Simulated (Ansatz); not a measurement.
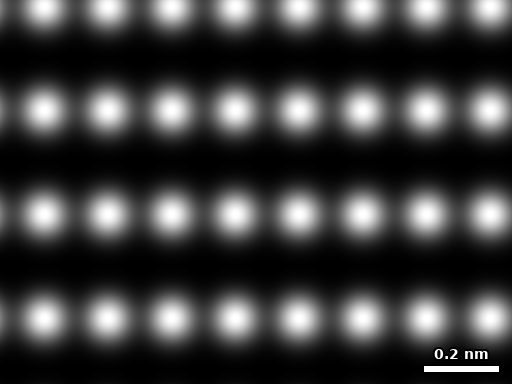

HAADF-like image of a crystal. Simulated incoherent Z contrast: every atom adds Z^1.7 spread by a probe of 1.02 Å full width; channelling and multiple scattering are left out. The probe carries 25 % of its weight in a tail 2.5 times as wide.

What two-dimensional lattice does the image show, and how large is its cell?

Answer. The pattern repeats on a rectangular net of 1.7 × 2.8 Å.

What is the plane group of the image?

Answer. p2mm: mirror lines in two perpendicular directions, with twofold points where they cross.

How many columns does the smallest repeating cell hold, and how many levels of brightness?

Answer. 1 column in the primitive cell of 5.0 Å², all of one brightness.

The crystal is Pb (Fm-3m, No. 225) seen along [211]. Structure used: the input geometry of an electronic-structure calculation (not necessarily at equilibrium).
